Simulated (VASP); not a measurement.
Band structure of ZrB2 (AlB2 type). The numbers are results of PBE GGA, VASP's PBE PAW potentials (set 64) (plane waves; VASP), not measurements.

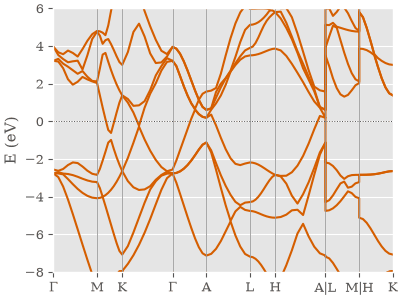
Fig. 1. Bands along high-symmetry lines, zero at the valence-band maximum or, without a gap, the Fermi level

Question: Read the plot: is there a gap, and where are the band edges?

Answer: It has no gap at this level: it comes out as a metal or semimetal. (Edges off the drawn lines would not show.)

The compound is ZrB2 in the AlB2 type structure. It was relaxed first.
